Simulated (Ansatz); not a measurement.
**C₄H₈OSi: density, localisation and related maps**

The calculation's input:

```
crystal:
  periodic: [false, false, false]
  atoms:
    - symbol: C
      position_ang: [-1.646292, 2.289948, -0.234619]
    - symbol: C
      position_ang: [-1.109401, 1.173733, 0.277017]
    - symbol: C
      position_ang: [0.204366, 0.642049, -0.103623]
    - symbol: C
      position_ang: [0.713788, -0.495371, 0.440838]
    - symbol: O
      position_ang: [0.832880, 1.396460, -1.035216]
    - symbol: Si
      position_ang: [2.354832, -1.262643, 0.042746]
    - symbol: H
      position_ang: [-1.112618, 2.876961, -0.985071]
    - symbol: H
      position_ang: [-2.630062, 2.640912, 0.085536]
    - symbol: H
      position_ang: [-1.648385, 0.590104, 1.028201]
    - symbol: H
      position_ang: [1.692014, 1.001306, -1.247194]
    - symbol: H
      position_ang: [0.077183, -0.987888, 1.182254]
    - symbol: H
      position_ang: [3.045509, -0.414157, -0.986217]
    - symbol: H
      position_ang: [3.250852, -1.343671, 1.234153]
    - symbol: H
      position_ang: [2.220179, -2.636854, -0.525087]
basis:
  gaussian:
    orbitals: def2-SVPD
hamiltonian:
  xc: pbe0
output: {forces: true, orbitals: {seedname: orbitals}}
```

Command:

```sh
ansatz run input.yaml --threads 2 --pin off --max-ram 5220MiB --events-out events.jsonl --progress --plain --runs-dir runs
```

Geometry: B3LYP-D3(BJ)/def2-SVP.

These are results of isolated molecule in a Gaussian basis; Kohn-Sham density functional theory, functional PBE0 in Ansatz, not measurements.

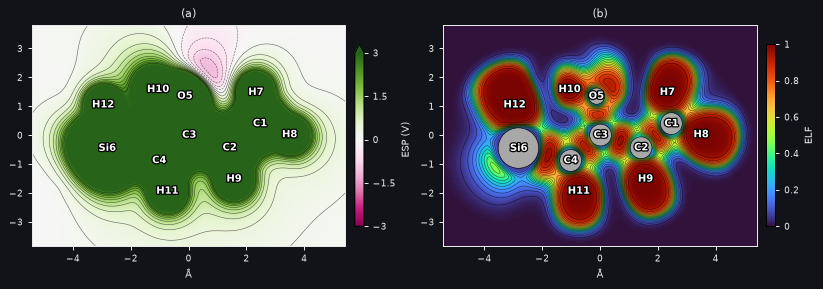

Figure 1. (a) molecular electrostatic potential; (b) ELF on the plane of atoms C3, C4 and Si6. Grey discs cover the atomic cores in the ELF map.

> Interpret the plot.

The plane passes through C, O, Si and H nuclei.
C–C (1.34 Å): the ELF peaks at about 0.90 between the atoms: a short, multiple covalent bond.
C–O (1.35 Å): the ELF peaks at about 0.90 between the atoms: a polar covalent bond.
C–Si (1.85 Å): the ELF peaks at about 0.95 between the atoms (localised, covalent bonding).
O–H (0.97 Å): the ELF climbs to about 1 towards the hydrogen, as it does in any bond to H: an ordinary covalent bond to hydrogen.
C–C (1.47 Å): the ELF peaks at about 0.95 between the atoms (a shared electron pair).
The ELF also peaks beside O5, away from the bonds: lone-pair regions.
Outside the dense part of the molecule the potential is most negative (−1.1 V) near O5.

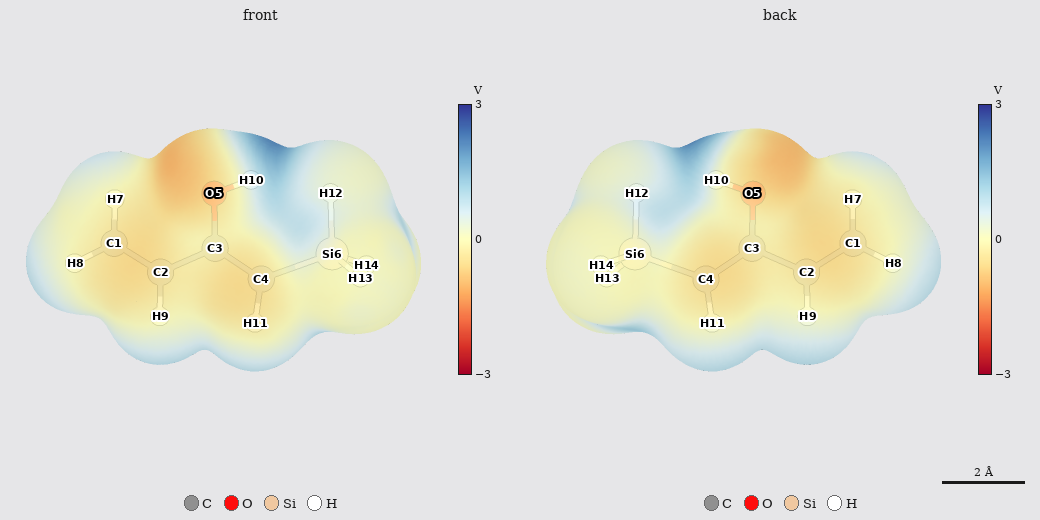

Figure 2. The molecular electrostatic potential painted on the density surface at 0.002 e/bohr³, seen from the front and from behind; red is negative and blue positive.

> Describe the electrostatic potential map.

The most negative region (about −1.0 V) lies over O5, the most positive (about +2.0 V) over H10.

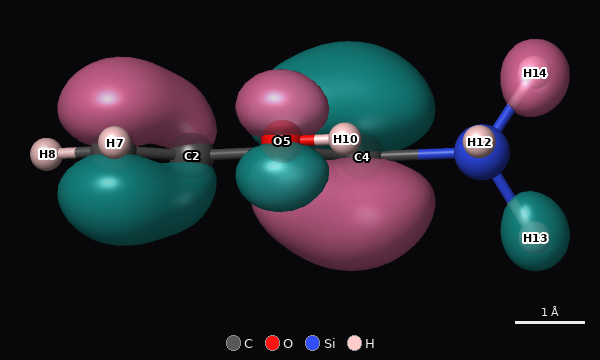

Figure 3. One frontier orbital at ±0.1 Å⁻³ᐟ² (teal and pink are the two phases), seen from one side.

> Which orbital is it: HOMO or LUMO?

The HOMO, at −6.70 eV. It lies mainly on C4 (about 35 %), C3 (about 15 %), C1 (about 15 %), O5 (about 10 %) and C2 (about 10 %).
